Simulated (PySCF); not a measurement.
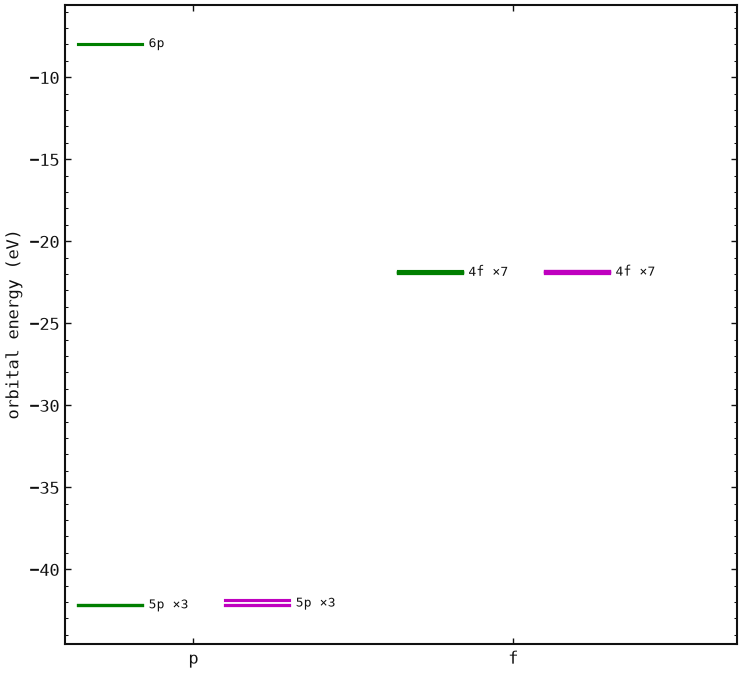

Fig. 1: Orbital energies of the mean field, from the top down to −42.2 eV, by angular momentum, α spin at the left of each column and β at the right; ×n counts the orbitals under one label. The highest filled orbital is 6p α at −7.96 eV, the lowest empty one s α at −7.01 eV.

**Run report: Yb⁺, atomic calculation**

- system: Yb⁺, configuration 1s2 2s2 2p6 3s2 3p6 3d10 4s2 4p6 4d10 4f14 5s2 5p6 6p1, multiplicity 2.
- method: unrestricted HF, ANO-RCC-VQZP, spin-free X2C-1e, Gaussian nucleus (PySCF)

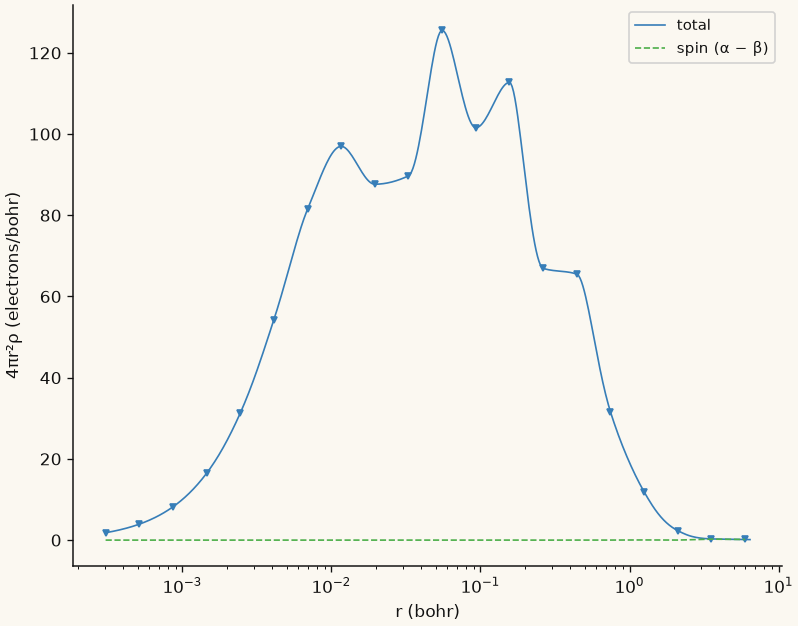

Fig. 2: Spherically averaged radial density 4πr²ρ of the mean field and its spin part; markers are the stored points, which are sparse, and the line is a monotone interpolation between them. The largest stored value is 126 electrons/bohr at r = 0.055 bohr. Root-mean-square radii of the shells: 4p 0.553, 4d 0.606, 4f 0.868, 5s 1.31, 5p 1.56, 6p 5.20 bohr.

These pictures come from the run below.

## The input
```python
from pyscf import gto, scf, dft, mp, cc
import basis_set_exchange as bse
mol = gto.M(atom="Yb 0 0 0", charge=1, spin=1, symmetry="D2h",
            basis=gto.basis.parse(bse.get_basis("ANO-RCC-VQZP", elements=["Yb"], fmt="nwchem")),
            nucmod="G")
mf = scf.UHF(mol).sfx2c1e()
mf.irrep_nelec = {'Ag': (9, 9), 'B1g': (2, 2), 'B2g': (2, 2), 'B3g': (2, 2), 'Au': (1, 1), 'B1u': (6, 6), 'B2u': (7, 6), 'B3u': (6, 6)}
mf.kernel()
```

The script is an equivalent of what the driver set up; the driver started from orbitals of its own, so the log can be shorter than this script's would be, and it computed the properties (radii, ⟨L²⟩, response) afterwards. It held the occupations shell by shell, which the script's counts by irreducible representation don't always enforce.

## Output (extracts)
```
damping factor = 0
level_shift factor = 0
DIIS = <class 'pyscf.scf.diis.CDIIS'>
diis_start_cycle = 1
diis_space = 10
diis_damp = 0
SCF conv_tol = 1e-09
SCF conv_tol_grad = None
number electrons alpha = 35  beta = 34
cycle= 1 E= -14053.7676246667  delta_E= -0.000119  |g|= 0.0029  |ddm|= 0.0087
cycle= 2 E= -14053.7676284188  delta_E= -3.75e-06  |g|= 0.000724  |ddm|= 0.00193
cycle= 3 E= -14053.7676288485  delta_E= -4.3e-07  |g|= 0.00033  |ddm|= 0.000875
cycle= 4 E= -14053.7676288836  delta_E= -3.51e-08  |g|= 0.00035  |ddm|= 0.000262
cycle= 5 E= -14053.7676289003  delta_E= -1.66e-08  |g|= 2.55e-05  |ddm|= 0.000165
cycle= 6 E= -14053.7676289012  delta_E= -9.2e-10  |g|= 4.82e-06  |ddm|= 6.17e-05
converged SCF energy = -14053.7676289012  <S^2> = 0.75002327  2S+1 = 2.0000233
```

## Results in brief

| quantity | value |
| --- | --- |
| outcome | converged |
| total energy | −14053.7676 hartree |
| ⟨S²⟩ | 0.750 |
| ⟨L²⟩ | 2.00 |
| SCF iterations | 6 |
| hardware | 1 CPU thread, shared host |
| CPU time | 2.8 min (integrals apart) |

## Remarks

Radii and densities are those of the two-component orbitals, without the picture-change correction, so the innermost s shells come out slightly too small (about 1 % for 1s near Z = 40, more for heavier atoms). This is not the ground configuration of the species. To bear in mind: unstable response matrix: no polarizability.
